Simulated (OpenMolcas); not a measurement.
# AlNH2F2: energy and gradient calculation (part 2 of 2)

Continued. System: AlNH2F2, SMILES [NH2][Al]([F])[F]. Method: PBE/aug-cc-pVDZ, RKS (OpenMolcas 26.06). The geometry comes from this level: GFN2-xTB.

Geometry of the input (Å):
```
N  -0.3704  0.8954  -0.1487
Al 0.2990  -0.7119  0.1177
F  1.4747  -0.9945  1.2309
F  -0.2180  -2.0190  -0.7340
H  -0.0936  1.7230  0.3535
H  -1.0917  1.1069  -0.8195
```

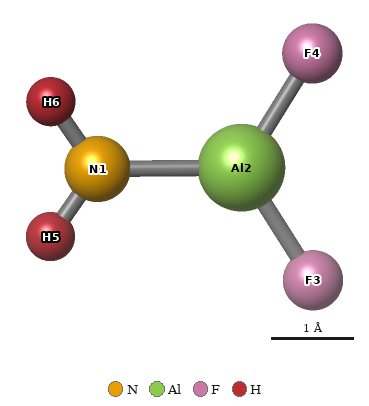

The structure as given in the input (ball-and-stick view, seen on its broad side; atoms are numbered from 1 in the order of the input). Sticks mark near contacts.

Output, continued
```
      All orbitals with orbital energies smaller than  E(LUMO)+0.5 are printed

++    Molecular orbitals:
      -------------------

      Title: RKS-DFT orbitals

      Molecular orbitals for symmetry species 1: a

      Basis set list:
        1 N1     1s                 24 AL2    1s                 47 AL2    3d1+               70 F3     3d1+               93 F4     3d1+
        2 N1     1s                 25 AL2    1s                 48 AL2    3d1+               71 F3     3d1+               94 F4     3d1+
        3 N1     1s                 26 AL2    1s                 49 AL2    3d2+               72 F3     3d2+               95 F4     3d2+
        4 N1     1s                 27 AL2    1s                 50 AL2    3d2+               73 F3     3d2+               96 F4     3d2+
        5 N1     2px                28 AL2    1s                 51 F3     1s                 74 F4     1s                 97 H5     1s
        6 N1     2px                29 AL2    2px                52 F3     1s                 75 F4     1s                 98 H5     1s
        7 N1     2px                30 AL2    2px                53 F3     1s                 76 F4     1s                 99 H5     1s
        8 N1     2py                31 AL2    2px                54 F3     1s                 77 F4     1s                100 H5     2px
        9 N1     2py                32 AL2    2px                55 F3     2px                78 F4     2px               101 H5     2px
       10 N1     2py                33 AL2    2py                56 F3     2px                79 F4     2px               102 H5     2py
       11 N1     2pz                34 AL2    2py                57 F3     2px                80 F4     2px               103 H5     2py
       12 N1     2pz                35 AL2    2py                58 F3     2py                81 F4     2py               104 H5     2pz
       13 N1     2pz                36 AL2    2py                59 F3     2py                82 F4     2py               105 H5     2pz
       14 N1     3d2-               37 AL2    2pz                60 F3     2py                83 F4     2py               106 H6     1s
       15 N1     3d2-               38 AL2    2pz                61 F3     2pz                84 F4     2pz               107 H6     1s
       16 N1     3d1-               39 AL2    2pz                62 F3     2pz                85 F4     2pz               108 H6     1s
       17 N1     3d1-               40 AL2    2pz                63 F3     2pz                86 F4     2pz               109 H6     2px
       18 N1     3d0                41 AL2    3d2-               64 F3     3d2-               87 F4     3d2-              110 H6     2px
       19 N1     3d0                42 AL2    3d2-               65 F3     3d2-               88 F4     3d2-              111 H6     2py
       20 N1     3d1+               43 AL2    3d1-               66 F3     3d1-               89 F4     3d1-              112 H6     2py
       21 N1     3d1+               44 AL2    3d1-               67 F3     3d1-               90 F4     3d1-              113 H6     2pz
       22 N1     3d2+               45 AL2    3d0                68 F3     3d0                91 F4     3d0               114 H6     2pz
       23 N1     3d2+               46 AL2    3d0                69 F3     3d0                92 F4     3d0

  Index Energy  Occupation Coefficients ...

    1  -55.4472    2.0000         24 AL2    1s     ( 1.000),

    2  -24.2575    2.0000         51 F3     1s     ( 1.002),

    3  -24.2574    2.0000         74 F4     1s     ( 1.002),

    4  -13.9984    2.0000          1 N1     1s     ( 1.007),

    5   -3.9837    2.0000         25 AL2    1s     ( 1.013),

    6   -2.5902    2.0000         29 AL2    2px    ( 0.699),    37 AL2    2pz    (-0.696),

    7   -2.5862    2.0000         29 AL2    2px    ( 0.608),    33 AL2    2py    ( 0.369),    37 AL2    2pz    ( 0.703),

    8   -2.5840    2.0000         33 AL2    2py    ( 0.916),

    9   -1.0610    2.0000         52 F3     1s     ( 0.656),    75 F4     1s     ( 0.650),

   10   -1.0525    2.0000         52 F3     1s     (-0.660),    75 F4     1s     ( 0.666),

   11   -0.7775    2.0000          2 N1     1s     ( 0.820),

   12   -0.4539    2.0000          5 N1     2px    (-0.414),    11 N1     2pz    (-0.488),    97 H5     1s     (-0.603),   106 H6     1s     ( 0.598),

   13   -0.4364    2.0000          8 N1     2py    ( 0.340),    26 AL2    1s     (-0.580),    55 F3     2px    ( 0.340),    61 F3     2pz    ( 0.321),
                                  81 F4     2py    (-0.381),

   14   -0.3873    2.0000         55 F3     2px    ( 0.459),    61 F3     2pz    ( 0.412),    81 F4     2py    ( 0.566),

   15   -0.3867    2.0000          8 N1     2py    ( 0.473),    34 AL2    2py    (-0.567),    35 AL2    2py    ( 0.299),    61 F3     2pz    (-0.294),
                                  78 F4     2px    ( 0.309),    84 F4     2pz    ( 0.329),

   16   -0.3643    2.0000         55 F3     2px    ( 0.444),    61 F3     2pz    (-0.440),    78 F4     2px    ( 0.442),    84 F4     2pz    (-0.438),

   17   -0.3511    2.0000          8 N1     2py    ( 0.318),    58 F3     2py    ( 0.581),    78 F4     2px    (-0.292),    81 F4     2py    ( 0.491),

   18   -0.3490    2.0000         55 F3     2px    ( 0.466),    61 F3     2pz    (-0.463),    78 F4     2px    (-0.469),    84 F4     2pz    ( 0.465),

   19   -0.3397    2.0000         58 F3     2py    ( 0.623),    78 F4     2px    ( 0.468),    84 F4     2pz    ( 0.398),

   20   -0.2461    2.0000          5 N1     2px    (-0.570),    11 N1     2pz    ( 0.563),

   21   -0.0688    0.0000          2 N1     1s     (-0.320),    26 AL2    1s     ( 0.572),    27 AL2    1s     ( 0.487),    28 AL2    1s     ( 0.430),

   22   -0.0174    0.0000         30 AL2    2px    (-0.591),    38 AL2    2pz    ( 0.589),

   23   -0.0099    0.0000          4 N1     1s     (-1.393),

   24    0.0048    0.0000         32 AL2    2px    ( 0.423),    40 AL2    2pz    ( 0.489),    99 H5     1s     ( 0.662),   108 H6     1s     (-0.664),

   25    0.0289    0.0000         30 AL2    2px    (-0.496),    32 AL2    2px    ( 0.722),    38 AL2    2pz    ( 0.511),    40 AL2    2pz    (-0.692),

   26    0.0320    0.0000         99 H5     1s     ( 3.164),

   27    0.0320    0.0000        108 H6     1s     (-3.319),

   28    0.0480    0.0000          4 N1     1s     ( 2.905),    28 AL2    1s     (-4.694),

   29    0.0639    0.0000         31 AL2    2px    ( 1.095),    39 AL2    2pz    ( 1.265),    54 F3     1s     (-0.978),    77 F4     1s     ( 0.975),
                                  99 H5     1s     ( 1.797),   108 H6     1s     (-1.803),

   30    0.0749    0.0000          4 N1     1s     (-5.423),    27 AL2    1s     ( 3.156),

   31    0.0880    0.0000         46 AL2    3d0    ( 1.121),

   32    0.0923    0.0000          4 N1     1s     ( 3.064),    27 AL2    1s     (-5.019),

   33    0.0949    0.0000          7 N1     2px    (-1.250),    13 N1     2pz    ( 1.232),

   34    0.1154    0.0000          7 N1     2px    ( 2.632),    10 N1     2py    ( 1.645),    13 N1     2pz    ( 3.103),    99 H5     1s     (-3.256),
                                 108 H6     1s     ( 3.232),

   35    0.1313    0.0000         10 N1     2py    (-4.494),    27 AL2    1s     (-5.370),    28 AL2    1s     (-5.015),    99 H5     1s     ( 3.978),
                                 108 H6     1s     ( 3.997),

   36    0.1318    0.0000          7 N1     2px    (-1.336),    10 N1     2py    (-1.325),    13 N1     2pz    ( 1.812),    27 AL2    1s     (-1.055),
                                  28 AL2    1s     (-0.956),    42 AL2    3d2-   ( 1.133),    44 AL2    3d1-   (-1.282),

   37    0.1457    0.0000          4 N1     1s     (-5.826),    27 AL2    1s     ( 6.066),

   38    0.1497    0.0000         99 H5     1s     (-4.163),   108 H6     1s     ( 4.180),

   39    0.1843    0.0000          4 N1     1s     (-11.78),    35 AL2    2py    ( 6.637),

   40    0.1903    0.0000          4 N1     1s     (-6.188),

   41    0.2139    0.0000          7 N1     2px    (-2.881),    10 N1     2py    (-1.775),    13 N1     2pz    (-3.371),    31 AL2    2px    ( 2.376),
                                  39 AL2    2pz    ( 2.766),    99 H5     1s     ( 1.689),   108 H6     1s     (-1.688),

   42    0.2312    0.0000         57 F3     2px    ( 0.795),    63 F3     2pz    (-0.786),    80 F4     2px    (-0.805),    86 F4     2pz    ( 0.745),
                                 101 H5     2px    (-0.456),   105 H5     2pz    ( 0.456),   110 H6     2px    ( 0.459),   114 H6     2pz    (-0.455),

   43    0.2467    0.0000          7 N1     2px    ( 0.830),    13 N1     2pz    (-0.832),    30 AL2    2px    ( 1.520),    31 AL2    2px    (-1.503),
                                  38 AL2    2pz    (-1.513),    39 AL2    2pz    ( 1.467),

   44    0.2478    0.0000          4 N1     1s     (-7.644),    27 AL2    1s     ( 8.671),

   45    0.2656    0.0000         31 AL2    2px    (-2.733),    39 AL2    2pz    ( 2.676),

   46    0.2731    0.0000          7 N1     2px    (-2.457),    13 N1     2pz    (-2.899),    31 AL2    2px    ( 3.565),    35 AL2    2py    ( 2.115),
                                  39 AL2    2pz    ( 4.176),

   47    0.3043    0.0000         31 AL2    2px    ( 1.969),    35 AL2    2py    ( 1.303),    39 AL2    2pz    ( 2.300),    44 AL2    3d1-   ( 1.351),
                                  50 AL2    3d2+   (-1.294),    60 F3     2py    (-1.867),    83 F4     2py    ( 1.727),    98 H5     1s     (-1.932),
                                 107 H6     1s     ( 1.938),

   48    0.3050    0.0000         35 AL2    2py    (-4.770),

   49    0.3236    0.0000         46 AL2    3d0    ( 1.648),    57 F3     2px    ( 1.132),    63 F3     2pz    (-1.161),    80 F4     2px    (-1.112),
                                  86 F4     2pz    ( 1.153),

   50    0.3385    0.0000          7 N1     2px    (-4.676),    10 N1     2py    (-3.043),    13 N1     2pz    (-5.550),    99 H5     1s     ( 2.872),
                                 108 H6     1s     (-2.777),

   51    0.3475    0.0000          4 N1     1s     ( 6.024),    10 N1     2py    (-4.267),    27 AL2    1s     (-4.028),    35 AL2    2py    (-4.063),

   52    0.3614    0.0000          7 N1     2px    (-2.257),    13 N1     2pz    ( 2.080),    31 AL2    2px    ( 1.301),    39 AL2    2pz    (-1.267),

   53    0.3731    0.0000         45 AL2    3d0    (-1.005),

   54    0.3776    0.0000         10 N1     2py    (-4.571),    27 AL2    1s     (-5.636),

   55    0.3962    0.0000          6 N1     2px    (-0.404),     7 N1     2px    (-0.563),    12 N1     2pz    ( 0.405),    13 N1     2pz    ( 0.601),
                                  39 AL2    2pz    (-0.349),    41 AL2    3d2-   ( 0.593),    42 AL2    3d2-   (-0.363),    43 AL2    3d1-   (-0.686),
                                  44 AL2    3d1-   ( 0.418),    49 AL2    3d2+   (-0.449),   101 H5     2px    ( 0.619),   105 H5     2pz    (-0.624),
                                 110 H6     2px    ( 0.626),   114 H6     2pz    (-0.609),

   56    0.4058    0.0000         27 AL2    1s     (-9.957),

   57    0.4224    0.0000         42 AL2    3d2-   (-1.201),    44 AL2    3d1-   (-1.729),    48 AL2    3d1+   ( 1.050),    50 AL2    3d2+   ( 1.690),
                                  60 F3     2py    ( 1.026),    77 F4     1s     ( 0.959),    83 F4     2py    (-1.152),    98 H5     1s     (-1.471),
                                  99 H5     1s     ( 1.238),   101 H5     2px    ( 1.620),   105 H5     2pz    ( 1.611),   107 H6     1s     ( 1.536),
                                 108 H6     1s     (-1.167),   110 H6     2px    ( 0.896),   112 H6     2py    ( 1.661),   114 H6     2pz    ( 1.342),

--

++    Molecular charges:
      ------------------

      Mulliken charges per centre and basis function type
      ---------------------------------------------------

                N1      AL2     F3      F4      H5      H6
      1s       3.5686  4.3075  4.0120  4.0118  1.0003  0.9983
      2px      1.3491  2.2308  1.8372  1.8922  0.0221  0.0332
      2pz      1.3196  2.2145  1.8426  1.8680  0.0202  0.0252
      2py      1.1168  2.2856  1.9127  1.8324  0.0349  0.0181
      3d2+    -0.0091  0.0483  0.0030  0.0036  0.0000  0.0000
      3d1+    -0.0098  0.0214  0.0049  0.0015  0.0000  0.0000
      3d0     -0.0003  0.0567  0.0038  0.0028  0.0000  0.0000
      3d1-    -0.0127  0.0594  0.0024  0.0049  0.0000  0.0000
      3d2-    -0.0034  0.0630  0.0025  0.0038  0.0000  0.0000
      Total    7.3186 11.2872  9.6210  9.6210  1.0774  1.0748

      N-E     -0.3186  1.7128 -0.6210 -0.6210 -0.0774 -0.0748

      Total electronic charge=   40.000000

      Total            charge=   -0.000000
--

++    Molecular properties:
      ---------------------

      Charge (e):
                      =   -0.0000
      Dipole Moment (debye):
      Origin of the operator (angstrom)=    0.3156   -0.7539    0.1243
                   X= -1.0354E+00               Y=  2.4757E+00               Z= -4.0083E-01           Total=  2.7133E+00
      Quadrupole Moment (debye*angstrom):
      Origin of the operator (angstrom)=    0.3156   -0.7539    0.1243
                  XX= -2.8338E+01              XY= -1.3819E+00              XZ= -2.1070E+00              YY= -2.6728E+01
                  YZ= -1.3611E+00              ZZ= -2.9059E+01
      In traceless form (debye*angstrom)
                  XX= -4.4476E-01              XY= -2.0728E+00              XZ= -3.1606E+00              YY=  1.9709E+00
                  YZ= -2.0417E+00              ZZ= -1.5261E+00
--

--- Stop Module: scf /rc=_RC_ALL_IS_WELL_ ---
--- Module scf spent 39 seconds ---

--- Start Module: alaska ---

                                              &ALASKA

                       available to each process: 1.9 GB of memory, 1 thread

                     Threshold for contributions to the gradient: 1.000E-07

                    ********************************************
                    * Symmetry Adapted Cartesian Displacements *
                    ********************************************

           Irreducible representation : a
           Basis function(s) of irrep: x, y, xy, Rz, z, xz, Ry, yz, Rx, I

 Basis Label        Type   Center Phase
   1   N1           x         1     1
   2   N1           y         1     1
   3   N1           z         1     1
   4   AL2          x         2     1
   5   AL2          y         2     1
   6   AL2          z         2     1
   7   F3           x         3     1
   8   F3           y         3     1
   9   F3           z         3     1
  10   F4           x         4     1
  11   F4           y         4     1
  12   F4           z         4     1
  13   H5           x         5     1
  14   H5           y         5     1
  15   H5           z         5     1
  16   H6           x         6     1
  17   H6           y         6     1
  18   H6           z         6     1

                     No automatic utilization of translational and rotational invariance of the energy is employed.

 DFT contribution computed for a moving grid.

 Conventional ERI gradients!

 **************************************************
 *              Molecular gradients               *
 **************************************************

  Irreducible representation: a
 ------------------------------------------------------------------------------------------
                              X                       Y                       Z
 ------------------------------------------------------------------------------------------
  N1                4.20197815823364E-04   -4.09971776346829E-04    3.39961833791702E-04
  AL2               4.11475913957715E-03   -9.91984281746650E-03    1.53821731369225E-03
  F3               -1.71734564037056E-02    1.96118749789731E-03   -1.67901613853978E-02
  F4                8.92345523722593E-03    1.78526128843490E-02    1.35902530733318E-02
  H5               -3.17042620500041E-03   -7.88719940480220E-03   -5.20728232180012E-03
  H6                6.88547041603904E-03   -1.59678638366545E-03    6.52901148647000E-03
 ------------------------------------------------------------------------------------------

--- Stop Module: alaska /rc=_RC_ALL_IS_WELL_ ---
--- Module alaska spent 7 seconds ---

.##################.
.# Happy landing! #.
.##################.

    Timing: Wall=51.99 User=46.48 System=5.49
```

Key numbers

| quantity | value |
| --- | --- |
| outcome | converged |
| total energy | −497.894298 hartree |
| basis functions | 114 |
| largest force | 1.242 eV/Å |
| HOMO | −6.70 eV |
| LUMO | −1.87 eV |
| dipole moment | 2.71 debye |
| hardware | 1 thread of Arm Neoverse V2, 24 GiB of memory available, shared host |
| wall time | 52 s |
| peak memory | 0.69 GiB |
